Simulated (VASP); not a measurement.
Band structure of Rb (bcc). Level of theory: vdW-DF-cx, VASP's PBE PAW potentials (set 64) (plane waves; VASP).

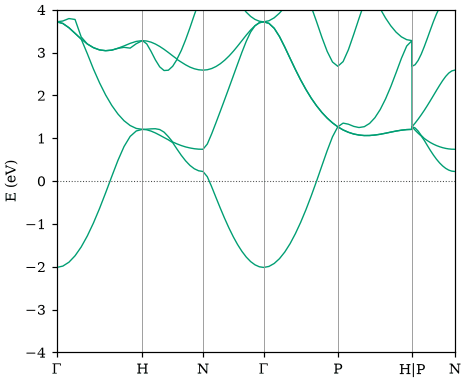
Fig. 1. Bands along high-symmetry lines, zero at the valence-band maximum or, without a gap, the Fermi level

Read the plot: is there a gap, and where are the band edges?

It has no gap at this level: it comes out as a metal or semimetal. (Edges off the drawn lines would not show.)

The compound is Rb in the bcc structure. It was relaxed first.
